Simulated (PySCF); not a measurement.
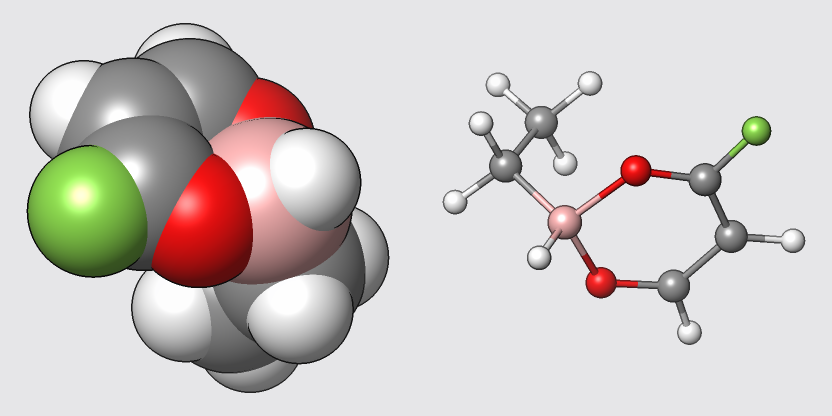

Two views of one molecule. Colours: carbon grey, boron pink, oxygen red, fluorine green, hydrogen white.

Identify the structure.

It has 17 atoms: 5 carbon, 8 hydrogen, 1 boron, 1 fluorine and 2 oxygen (C₅H₈BFO₂). Its SMILES string is `CC[B@@H-]1OC(F)=CC=[O+]1`. Independent rings (smallest set): 1 of 6 members. Among its groups: alkene, C–F bond, B–H bond. This geometry has C1 symmetry. Coordination: 2 C tetrahedral; 1 B tetrahedral; 2 O bent; 3 C trigonal planar.

The parts below concern this one geometry. Atoms keep their numbers from picture to picture. Computed geometry: PBE0-D3(BJ)/def2-SVP optimisation. No frequency run is at hand to confirm it as a minimum.

### Shape

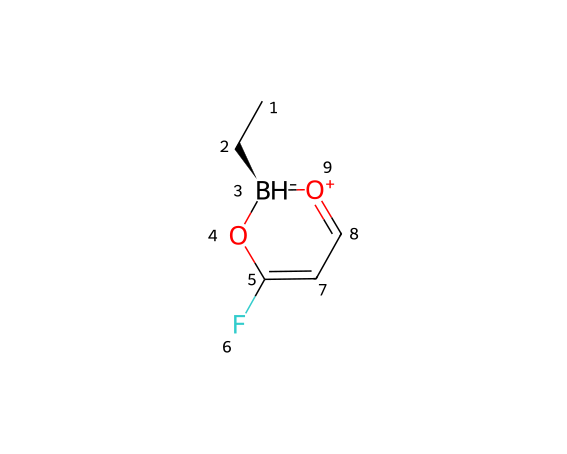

Skeletal drawing with numbered atoms; wedges and dashes mark any stereocentres. The configuration is that of a computed structure (PBE0-D3(BJ)/def2-SVP).

**What are the Cahn–Ingold–Prelog descriptors?**

B3: R.

### Dipole moment

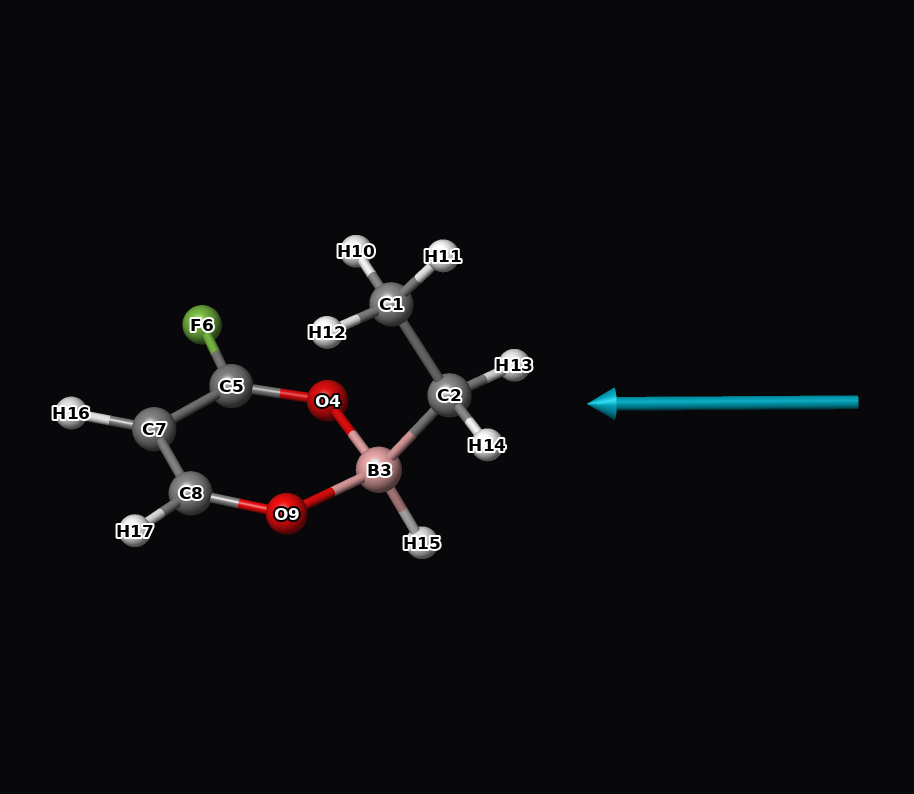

The arrow beside the molecule shows the direction of the dipole moment, from the negative to the positive end (its length means nothing). No frequency run is at hand to confirm it as a minimum. Level of theory: mPW1PW91/pcSseg-1, gas phase (PySCF 2.14.0).

**Estimate the dipole moment.**

3.51 D; it points from the side of H13 to the side of H16 (the outermost atoms at the two ends).

### Charges

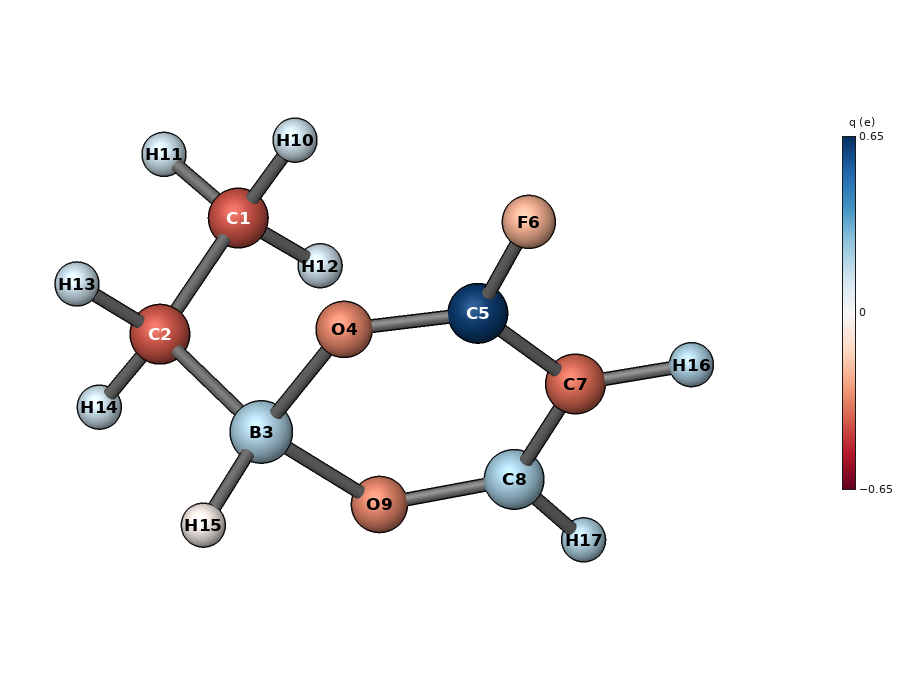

Atoms are coloured by their IAO charges. No frequency run is at hand to confirm it as a minimum. Level of theory: PBE0/pcSseg-1 in acetonitrile (IEF-PCM) (PySCF 2.14.0).

List the IAO charges.

```
atom  value (e)
  C1      −0.41
  C2      −0.40
  B3       0.20
  O4      −0.32
  C5       0.62
  F6      −0.23
  C7      −0.38
  C8       0.21
  O9      −0.32
 H10       0.13
 H11       0.14
 H12       0.13
 H13       0.13
 H14       0.14
 H15      −0.04
 H16       0.20
 H17       0.19
```

### Electronic properties

No frequency run is at hand to confirm it as a minimum. Properties computed with PBE0/def2-SVPD in acetonitrile (IEF-PCM) (PySCF 2.14.0). Excitations: vertical, linear response.

**What is the HOMO energy (Kohn–Sham orbital)?**

−7.11 eV.

**What is the brightest of the 6 lowest singlets?**

5.83 eV.

**Estimate the HOMO–LUMO gap.**

5.04 eV.

**Give the lowest vertical singlet excitation at this level.**

3.97 eV.
